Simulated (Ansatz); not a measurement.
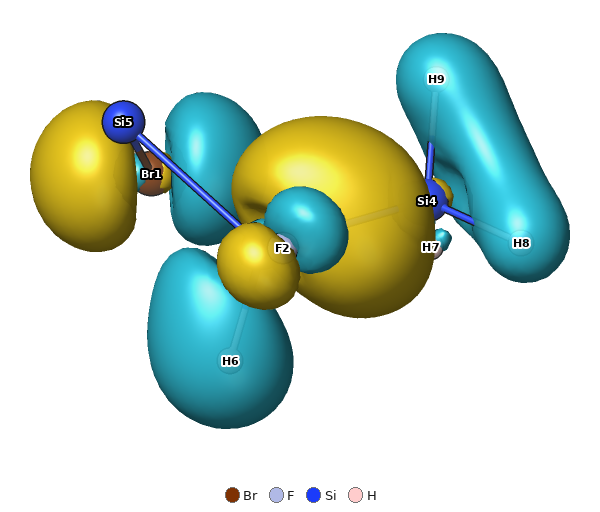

BrFH₄Si₃. The HOMO−1 at ±0.1 Å⁻³ᐟ² (yellow and cyan are the two phases), seen at an oblique angle.

Geometry: PBE0-D3(BJ)/def2-SVP.

All numbers below come from isolated molecule in a Gaussian basis; Kohn-Sham density functional theory, functional PBE0 in Ansatz 0.2.0.

Input

```
crystal:
  periodic: [false, false, false]
  atoms:
    - {symbol: Br, position_ang: [-2.465442, -0.501202, 0.220396]}
    - {symbol: F, position_ang: [2.327379, -0.881598, 0.293255]}
    - {symbol: Si, position_ang: [0.785054, -0.392734, 0.016062]}
    - {symbol: Si, position_ang: [0.533420, 1.793167, 0.864381]}
    - {symbol: Si, position_ang: [-0.824789, -1.835451, 1.057660]}
    - {symbol: H, position_ang: [0.569151, -0.392902, -1.467018]}
    - {symbol: H, position_ang: [-0.552916, 2.507839, 0.131243]}
    - {symbol: H, position_ang: [1.819764, 2.539889, 0.714790]}
    - {symbol: H, position_ang: [0.179068, 1.731862, 2.316888]}
basis:
  gaussian:
    orbitals: def2-SVPD
hamiltonian:
  xc: pbe0
output: {forces: true, orbitals: {seedname: orbitals}}
```

Command:

```sh
ansatz run input.yaml --threads 2 --pin off --max-ram 4350MiB --events-out events.jsonl --progress --plain --runs-dir runs
```

> Describe this orbital and give its energy.

It lies mainly on Si3 (about 25 %), Si4 (about 25 %), Br1 (about 20 %), H6 (about 10 %) and F2 (about 5 %). Its energy is −8.54 eV.
